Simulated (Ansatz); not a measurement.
Geometry relaxation, with input and output: Si₂H₃ClOF₂ (part 2 of 2)

Si₂H₃ClOF₂; RKS PBE0-D4/def2-TZVP (Ansatz 0.2.0). 

### Trajectory as extended XYZ, continued
```
9
Properties=species:S:1:pos:R:3:forces:R:3 step=13 energy=-35801.64934
Si   -0.7437    0.0023    1.4902   -0.0171   0.0074  -0.0059
O    -0.2241   -0.2074    0.0025   -0.0096   0.0084   0.0065
Si    0.5345   -1.0534   -1.1901   -0.0091  -0.0021   0.0099
F    -2.2773   -0.3387    1.5848    0.0420   0.0095  -0.0009
F    -0.5769    1.5112    1.9000   -0.0036  -0.0332  -0.0104
Cl    0.2574   -1.1484    2.8094   -0.0060   0.0053  -0.0066
H     1.1349   -0.0744   -2.1246   -0.0042  -0.0028   0.0036
H    -0.4687   -1.8903   -1.8906    0.0112   0.0070   0.0034
H     1.5866   -1.9087   -0.5899   -0.0036   0.0006   0.0005
9
Properties=species:S:1:pos:R:3:forces:R:3 step=14 energy=-35801.64960
Si   -0.7469    0.0014    1.4875   -0.0371   0.0116  -0.0239
O    -0.2590   -0.2157   -0.0105   -0.0112   0.0040   0.0141
Si    0.5308   -1.0536   -1.1892   -0.0040  -0.0055   0.0231
F    -2.2812   -0.3297    1.6094    0.0649   0.0175   0.0042
F    -0.5618    1.5099    1.8918   -0.0106  -0.0413  -0.0138
Cl    0.2719   -1.1522    2.7902   -0.0059   0.0007  -0.0044
H     1.1438   -0.0685   -2.1088   -0.0027  -0.0032   0.0002
H    -0.4500   -1.8975   -1.9128    0.0089   0.0142   0.0082
H     1.5751   -1.9021   -0.5658   -0.0023   0.0019  -0.0078
9
Properties=species:S:1:pos:R:3:forces:R:3 step=15 energy=-35801.64983
Si   -0.7488    0.0012    1.4853   -0.0404   0.0033  -0.0183
O    -0.2793   -0.2207   -0.0178    0.0058  -0.0021   0.0115
Si    0.5300   -1.0538   -1.1869   -0.0104   0.0016   0.0051
F    -2.2818   -0.3255    1.6255    0.0417   0.0156   0.0002
F    -0.5557    1.5096    1.8844   -0.0045  -0.0233  -0.0069
Cl    0.2788   -1.1542    2.7787    0.0061  -0.0020   0.0023
H     1.1496   -0.0659   -2.0990    0.0013   0.0001   0.0022
H    -0.4405   -1.8976   -1.9229    0.0034   0.0026   0.0025
H     1.5703   -1.9010   -0.5555   -0.0030   0.0042   0.0015
9
Properties=species:S:1:pos:R:3:forces:R:3 step=16 energy=-35801.64992
Si   -0.7518   -0.0006    1.4818   -0.0054  -0.0045  -0.0054
O    -0.3031   -0.2272   -0.0267   -0.0019  -0.0064  -0.0002
Si    0.5264   -1.0541   -1.1860    0.0129   0.0118   0.0175
F    -2.2835   -0.3185    1.6430    0.0093   0.0002   0.0027
F    -0.5467    1.5069    1.8756   -0.0009   0.0092   0.0026
Cl    0.2908   -1.1568    2.7633   -0.0039  -0.0007  -0.0021
H     1.1584   -0.0616   -2.0846   -0.0085  -0.0026  -0.0070
H    -0.4300   -1.9009   -1.9356    0.0007   0.0008  -0.0066
H     1.5620   -1.8951   -0.5391   -0.0022  -0.0077  -0.0016
9
Properties=species:S:1:pos:R:3:forces:R:3 step=17 energy=-35801.63225 accepted=F
Si   -0.7764   -0.0117    1.4877   -0.1694   0.1206  -0.2055
O    -0.4312   -0.3491   -0.0400    0.0898  -0.0708   0.1783
Si    0.5275   -1.0728   -1.1905   -0.2506   0.2577   0.0430
F    -2.3203   -0.2324    1.7682    0.4947   0.0563  -0.1470
F    -0.4668    1.5085    1.7978   -0.0823  -0.3542  -0.1012
Cl    0.2902   -1.1586    2.7621   -0.0501   0.0379  -0.0362
H     1.1576   -0.0054   -2.0157   -0.1008  -0.0741   0.0818
H    -0.3549   -1.9226   -2.0432    0.1548   0.0787   0.1602
H     1.5970   -1.8639   -0.5346   -0.0860  -0.0521   0.0267
9
Properties=species:S:1:pos:R:3:forces:R:3 step=18 energy=-35801.64999
Si   -0.7528   -0.0004    1.4826    0.0035  -0.0069   0.0083
O    -0.3078   -0.2363   -0.0251   -0.0011   0.0042  -0.0049
Si    0.5275   -1.0547   -1.1858    0.0016  -0.0027  -0.0017
F    -2.2841   -0.3160    1.6494   -0.0016   0.0023  -0.0005
F    -0.5448    1.5087    1.8698   -0.0007  -0.0001  -0.0026
Cl    0.2904   -1.1537    2.7664   -0.0006   0.0020   0.0010
H     1.1568   -0.0576   -2.0813   -0.0010   0.0005   0.0015
H    -0.4252   -1.8996   -1.9427    0.0006   0.0003  -0.0009
H     1.5626   -1.8983   -0.5416   -0.0008   0.0005  -0.0002
9
Properties=species:S:1:pos:R:3:forces:R:3 step=19 energy=-35801.64999
Si   -0.7556   -0.0024    1.4824   -0.0030   0.0047  -0.0052
O    -0.3282   -0.2515   -0.0291    0.0026  -0.0081   0.0085
Si    0.5271   -1.0563   -1.1860   -0.0215   0.0136  -0.0018
F    -2.2876   -0.3058    1.6679    0.0202   0.0016  -0.0080
F    -0.5343    1.5083    1.8579   -0.0011  -0.0144  -0.0069
Cl    0.2941   -1.1530    2.7636   -0.0036   0.0033  -0.0039
H     1.1581   -0.0488   -2.0693   -0.0013  -0.0050   0.0080
H    -0.4125   -1.9020   -1.9593    0.0088   0.0043   0.0084
H     1.5615   -1.8965   -0.5362   -0.0011   0.0000   0.0010
9
Properties=species:S:1:pos:R:3:forces:R:3 step=20 energy=-35801.65001
Si   -0.7538   -0.0017    1.4821   -0.0048   0.0029  -0.0047
O    -0.3190   -0.2413   -0.0285    0.0011  -0.0089   0.0024
Si    0.5264   -1.0553   -1.1858   -0.0024   0.0105   0.0039
F    -2.2854   -0.3115    1.6585    0.0088  -0.0004  -0.0019
F    -0.5396    1.5079    1.8645    0.0005  -0.0013  -0.0006
Cl    0.2938   -1.1542    2.7629   -0.0014   0.0005  -0.0016
H     1.1589   -0.0541   -2.0745   -0.0022  -0.0018   0.0002
H    -0.4190   -1.9011   -1.9509    0.0016   0.0014   0.0017
H     1.5603   -1.8966   -0.5365   -0.0011  -0.0027   0.0005
9
Properties=species:S:1:pos:R:3:forces:R:3 step=21 energy=-35801.65003
Si   -0.7541   -0.0016    1.4827    0.0011   0.0018   0.0058
O    -0.3212   -0.2478   -0.0270   -0.0007   0.0016  -0.0030
Si    0.5266   -1.0556   -1.1860   -0.0002  -0.0050  -0.0041
F    -2.2852   -0.3109    1.6620   -0.0045   0.0009  -0.0021
F    -0.5391    1.5092    1.8599    0.0010  -0.0060  -0.0028
Cl    0.2936   -1.1511    2.7659    0.0031   0.0012   0.0025
H     1.1586   -0.0510   -2.0711    0.0005   0.0015   0.0009
H    -0.4168   -1.8998   -1.9553   -0.0002   0.0025   0.0014
H     1.5601   -1.8993   -0.5393    0.0000   0.0015   0.0013
9
Properties=species:S:1:pos:R:3:forces:R:3 step=22 energy=-35801.65004
Si   -0.7547   -0.0023    1.4827    0.0027   0.0036   0.0046
O    -0.3254   -0.2524   -0.0274   -0.0015   0.0015  -0.0001
Si    0.5266   -1.0561   -1.1861   -0.0037  -0.0024  -0.0052
F    -2.2858   -0.3090    1.6657   -0.0029  -0.0002  -0.0018
F    -0.5369    1.5091    1.8563    0.0005  -0.0057  -0.0027
Cl    0.2949   -1.1498    2.7662    0.0013   0.0008   0.0015
H     1.1588   -0.0486   -2.0678    0.0023   0.0006   0.0018
H    -0.4143   -1.8993   -1.9596    0.0013   0.0006   0.0021
H     1.5597   -1.8997   -0.5384    0.0000   0.0012  -0.0002
9
Properties=species:S:1:pos:R:3:forces:R:3 step=23 energy=-35801.65006
Si   -0.7568   -0.0042    1.4830    0.0041   0.0093  -0.0002
O    -0.3413   -0.2687   -0.0288   -0.0014   0.0000   0.0054
Si    0.5258   -1.0574   -1.1867   -0.0092  -0.0008  -0.0038
F    -2.2878   -0.3028    1.6803    0.0042  -0.0013  -0.0025
F    -0.5298    1.5093    1.8431   -0.0012  -0.0106  -0.0040
Cl    0.2994   -1.1446    2.7677   -0.0020   0.0011  -0.0019
H     1.1611   -0.0398   -2.0548    0.0010  -0.0020   0.0043
H    -0.4050   -1.8982   -1.9752    0.0041   0.0027   0.0036
H     1.5570   -1.9016   -0.5368    0.0004   0.0017  -0.0009
9
Properties=species:S:1:pos:R:3:forces:R:3 step=24 energy=-35801.65007
Si   -0.7571   -0.0048    1.4829   -0.0002   0.0090  -0.0038
O    -0.3468   -0.2734   -0.0295   -0.0011  -0.0030   0.0053
Si    0.5248   -1.0582   -1.1869   -0.0026   0.0063   0.0010
F    -2.2878   -0.3018    1.6850    0.0059  -0.0008  -0.0016
F    -0.5281    1.5095    1.8384   -0.0011  -0.0090  -0.0023
Cl    0.3018   -1.1425    2.7676   -0.0011   0.0005  -0.0015
H     1.1633   -0.0374   -2.0490   -0.0018  -0.0024   0.0009
H    -0.4028   -1.8972   -1.9807    0.0037   0.0016   0.0027
H     1.5554   -1.9022   -0.5359   -0.0017  -0.0023  -0.0007
9
Properties=species:S:1:pos:R:3:forces:R:3 step=25 energy=-35801.65008
Si   -0.7573   -0.0052    1.4828   -0.0034   0.0076  -0.0055
O    -0.3504   -0.2764   -0.0300    0.0008  -0.0037   0.0040
Si    0.5244   -1.0582   -1.1869   -0.0023   0.0049   0.0024
F    -2.2877   -0.3018    1.6882    0.0060  -0.0003  -0.0003
F    -0.5275    1.5098    1.8351   -0.0009  -0.0060  -0.0003
Cl    0.3040   -1.1405    2.7674   -0.0004  -0.0001  -0.0010
H     1.1648   -0.0356   -2.0454   -0.0009  -0.0024   0.0009
H    -0.4009   -1.8959   -1.9844    0.0013   0.0009   0.0004
H     1.5531   -1.9040   -0.5351   -0.0002  -0.0009  -0.0006
9
Properties=species:S:1:pos:R:3:forces:R:3 step=26 energy=-35801.65008
Si   -0.7576   -0.0053    1.4827   -0.0061   0.0036  -0.0055
O    -0.3542   -0.2792   -0.0305    0.0030  -0.0040   0.0013
Si    0.5239   -1.0584   -1.1866   -0.0008   0.0034   0.0013
F    -2.2872   -0.3026    1.6916    0.0047   0.0008   0.0009
F    -0.5276    1.5102    1.8316   -0.0008  -0.0016   0.0017
Cl    0.3070   -1.1380    2.7670    0.0009  -0.0005   0.0002
H     1.1672   -0.0344   -2.0411    0.0003  -0.0009   0.0008
H    -0.3992   -1.8936   -1.9889   -0.0013  -0.0007  -0.0008
H     1.5503   -1.9065   -0.5340    0.0001   0.0000   0.0000
9
Properties=species:S:1:pos:R:3:forces:R:3 step=27 energy=-35801.65009
Si   -0.7581   -0.0058    1.4826   -0.0052   0.0004  -0.0058
O    -0.3599   -0.2844   -0.0312    0.0035  -0.0031   0.0018
Si    0.5234   -1.0589   -1.1865   -0.0024   0.0017   0.0002
F    -2.2871   -0.3027    1.6970    0.0050   0.0017   0.0012
F    -0.5270    1.5107    1.8265   -0.0015  -0.0003   0.0018
Cl    0.3107   -1.1346    2.7667    0.0004  -0.0001  -0.0001
H     1.1701   -0.0319   -2.0351    0.0006  -0.0008   0.0015
H    -0.3967   -1.8911   -1.9953   -0.0006  -0.0002  -0.0003
H     1.5471   -1.9093   -0.5328    0.0002   0.0006  -0.0003
9
Properties=species:S:1:pos:R:3:forces:R:3 step=28 energy=-35801.65009
Si   -0.7584   -0.0058    1.4822   -0.0034  -0.0046  -0.0034
O    -0.3637   -0.2871   -0.0319    0.0032  -0.0013   0.0007
Si    0.5227   -1.0592   -1.1864    0.0007  -0.0015   0.0007
F    -2.2862   -0.3050    1.7011    0.0014   0.0025   0.0015
F    -0.5287    1.5116    1.8228   -0.0015   0.0031   0.0018
Cl    0.3155   -1.1306    2.7657    0.0009   0.0002   0.0003
H     1.1746   -0.0309   -2.0292   -0.0005   0.0000  -0.0004
H    -0.3958   -1.8878   -2.0008   -0.0008   0.0010  -0.0013
H     1.5426   -1.9133   -0.5317    0.0001   0.0005   0.0001
9
Properties=species:S:1:pos:R:3:forces:R:3 step=29 energy=-35801.65010
Si   -0.7588   -0.0059    1.4819   -0.0002  -0.0068  -0.0014
O    -0.3687   -0.2912   -0.0327    0.0025  -0.0007   0.0024
Si    0.5219   -1.0602   -1.1861    0.0006   0.0015  -0.0040
F    -2.2850   -0.3082    1.7068   -0.0009   0.0024   0.0015
F    -0.5315    1.5129    1.8176   -0.0016   0.0039   0.0005
Cl    0.3223   -1.1244    2.7650    0.0001   0.0007  -0.0004
H     1.1805   -0.0298   -2.0213    0.0004  -0.0003   0.0005
H    -0.3950   -1.8819   -2.0093    0.0007  -0.0003   0.0015
H     1.5368   -1.9193   -0.5301   -0.0016  -0.0004  -0.0007
9
Properties=species:S:1:pos:R:3:forces:R:3 step=30 energy=-35801.65010
Si   -0.7590   -0.0060    1.4817    0.0027  -0.0050   0.0006
O    -0.3715   -0.2935   -0.0333    0.0024   0.0007   0.0032
Si    0.5214   -1.0605   -1.1861   -0.0017  -0.0021  -0.0050
F    -2.2838   -0.3120    1.7110   -0.0013   0.0012   0.0008
F    -0.5355    1.5142    1.8139   -0.0015   0.0019  -0.0012
Cl    0.3287   -1.1184    2.7646   -0.0014   0.0012  -0.0013
H     1.1867   -0.0293   -2.0151   -0.0004  -0.0011   0.0017
H    -0.3950   -1.8766   -2.0155    0.0017   0.0020   0.0016
H     1.5307   -1.9258   -0.5294   -0.0006   0.0011  -0.0005
9
Properties=species:S:1:pos:R:3:forces:R:3 step=31 energy=-35801.65011
Si   -0.7590   -0.0060    1.4816    0.0009   0.0016   0.0011
O    -0.3737   -0.2952   -0.0337    0.0021  -0.0001   0.0039
Si    0.5206   -1.0613   -1.1862    0.0004  -0.0002  -0.0031
F    -2.2818   -0.3185    1.7155    0.0006  -0.0004  -0.0003
F    -0.5424    1.5163    1.8097   -0.0003  -0.0037  -0.0026
Cl    0.3373   -1.1100    2.7644   -0.0018   0.0016  -0.0017
H     1.1958   -0.0298   -2.0070   -0.0031  -0.0024   0.0015
H    -0.3967   -1.8685   -2.0235    0.0031   0.0033   0.0021
H     1.5225   -1.9347   -0.5290   -0.0018   0.0002  -0.0008
9
Properties=species:S:1:pos:R:3:forces:R:3 step=32 energy=-35801.65012
Si   -0.7587   -0.0059    1.4816   -0.0038   0.0064   0.0013
O    -0.3735   -0.2952   -0.0336    0.0030  -0.0011   0.0036
Si    0.5204   -1.0617   -1.1863   -0.0013  -0.0002  -0.0031
F    -2.2802   -0.3237    1.7174    0.0036  -0.0006  -0.0012
F    -0.5479    1.5178    1.8076    0.0006  -0.0075  -0.0026
Cl    0.3426   -1.1044    2.7648   -0.0009   0.0015  -0.0010
H     1.2013   -0.0307   -2.0029   -0.0020  -0.0034   0.0027
H    -0.3984   -1.8627   -2.0277    0.0026   0.0028   0.0018
H     1.5169   -1.9415   -0.5292   -0.0016   0.0022  -0.0015
9
Properties=species:S:1:pos:R:3:forces:R:3 step=33 energy=-35801.65012
Si   -0.7583   -0.0058    1.4818   -0.0079   0.0108   0.0017
O    -0.3719   -0.2942   -0.0332    0.0032  -0.0034   0.0020
Si    0.5202   -1.0621   -1.1864   -0.0007   0.0011  -0.0013
F    -2.2788   -0.3289    1.7179    0.0071  -0.0008  -0.0017
F    -0.5534    1.5190    1.8065    0.0007  -0.0092  -0.0020
Cl    0.3470   -1.0991    2.7658   -0.0005   0.0005  -0.0004
H     1.2064   -0.0322   -1.9999   -0.0013  -0.0025   0.0019
H    -0.4009   -1.8572   -2.0308    0.0013   0.0014   0.0012
H     1.5122   -1.9475   -0.5300   -0.0020   0.0021  -0.0014
9
Properties=species:S:1:pos:R:3:forces:R:3 step=34 energy=-35801.65013
Si   -0.7577   -0.0054    1.4822   -0.0102   0.0110   0.0022
O    -0.3688   -0.2926   -0.0324    0.0026  -0.0044   0.0002
Si    0.5199   -1.0626   -1.1866   -0.0011   0.0013   0.0006
F    -2.2764   -0.3371    1.7182    0.0090   0.0001  -0.0021
F    -0.5615    1.5209    1.8051    0.0005  -0.0090  -0.0006
Cl    0.3531   -1.0914    2.7676    0.0001   0.0004   0.0000
H     1.2137   -0.0346   -1.9960    0.0000  -0.0013   0.0006
H    -0.4049   -1.8492   -2.0347    0.0006   0.0003   0.0004
H     1.5054   -1.9561   -0.5315   -0.0015   0.0016  -0.0014
9
Properties=species:S:1:pos:R:3:forces:R:3 step=35 energy=-35801.65014
Si   -0.7574   -0.0049    1.4826   -0.0062   0.0084   0.0033
O    -0.3661   -0.2915   -0.0314    0.0019  -0.0044  -0.0014
Si    0.5195   -1.0631   -1.1868    0.0005  -0.0001  -0.0015
F    -2.2740   -0.3457    1.7188    0.0078   0.0007  -0.0017
F    -0.5701    1.5228    1.8035   -0.0009  -0.0066  -0.0005
Cl    0.3599   -1.0824    2.7696   -0.0008   0.0000  -0.0005
H     1.2218   -0.0371   -1.9913   -0.0006  -0.0006   0.0013
H    -0.4089   -1.8404   -2.0397    0.0004   0.0007   0.0015
H     1.4979   -1.9657   -0.5335   -0.0021   0.0019  -0.0005
9
Properties=species:S:1:pos:R:3:forces:R:3 step=36 energy=-35801.65014
Si   -0.7568   -0.0045    1.4827   -0.0034   0.0031   0.0008
O    -0.3641   -0.2911   -0.0309   -0.0005  -0.0007   0.0017
Si    0.5193   -1.0635   -1.1872    0.0000   0.0003   0.0018
F    -2.2720   -0.3515    1.7189    0.0040   0.0019  -0.0008
F    -0.5757    1.5242    1.8022   -0.0008  -0.0051  -0.0001
Cl    0.3641   -1.0768    2.7710    0.0000   0.0009  -0.0003
H     1.2270   -0.0382   -1.9879   -0.0006  -0.0022  -0.0007
H    -0.4120   -1.8347   -2.0425    0.0023   0.0010  -0.0001
H     1.4929   -1.9718   -0.5345   -0.0010   0.0008  -0.0022
9
Properties=species:S:1:pos:R:3:forces:R:3 step=37 energy=-35801.65014
Si   -0.7569   -0.0045    1.4829   -0.0024   0.0019   0.0006
O    -0.3642   -0.2912   -0.0307    0.0009  -0.0010   0.0008
Si    0.5194   -1.0635   -1.1871   -0.0011   0.0002  -0.0013
F    -2.2722   -0.3509    1.7188    0.0025   0.0015  -0.0004
F    -0.5753    1.5241    1.8025   -0.0006  -0.0034  -0.0003
Cl    0.3636   -1.0770    2.7713    0.0001   0.0005  -0.0002
H     1.2263   -0.0384   -1.9886    0.0007  -0.0003   0.0007
H    -0.4114   -1.8349   -2.0425    0.0004  -0.0002   0.0007
H     1.4934   -1.9715   -0.5348   -0.0004   0.0009  -0.0006
```

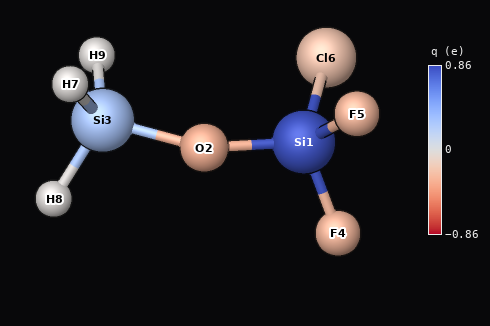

Mulliken charges, as the colour of each atom (ball-and-stick view, seen at a tilt; atoms are numbered from 1 in the order of the input; Mulliken charges depend strongly on the basis). By element: Si +0.28 to +0.82, O −0.31, F −0.27, Cl −0.20 and H −0.02 e.

The run was set up as follows.

### The input
```yaml
crystal:
  periodic: [false, false, false]
  atoms:
    - {symbol: Si, position_ang: [-0.710888, 0.009436, 1.468225]}
    - {symbol: O, position_ang: [-0.060528, -0.003447, 0.003241]}
    - {symbol: Si, position_ang: [0.528469, -1.034476, -1.164396]}
    - {symbol: F, position_ang: [-2.203221, -0.480336, 1.411091]}
    - {symbol: F, position_ang: [-0.711670, 1.493042, 1.981118]}
    - {symbol: Cl, position_ang: [0.305106, -1.155415, 2.754969]}
    - {symbol: H, position_ang: [1.161451, -0.184463, -2.193981]}
    - {symbol: H, position_ang: [-0.601723, -1.807169, -1.729301]}
    - {symbol: H, position_ang: [1.515615, -1.945086, -0.539183]}
basis:
  gaussian: {orbitals: def2-TZVP}
hamiltonian: {xc: pbe0, dispersion: d4}
relax: {f_tol: 0.005, max_steps: 200}
```

Command:
```bash
ansatz run in.yaml --threads 4 --pin off --events-out ev --progress --plain --max-ram 66560MiB --backend cuda --devices 0, --max-vram 37GiB
```

### Key numbers

| quantity | value |
| --- | --- |
| outcome | converged |
| total energy | −35801.6502 eV |
| mean-field energy | −35801.4301 eV |
| dispersion energy | −0.2201 eV |
| SCF solution under orbital rotations | stable |
| largest force (length of the vector) at the end | 0.004 eV/Å |
| dipole moment | 1.94 D |
| hardware | 4 CPU threads, shared host |
| wall time | 45 s (CPU time 62 s) |
| peak memory | 0.89 GiB |
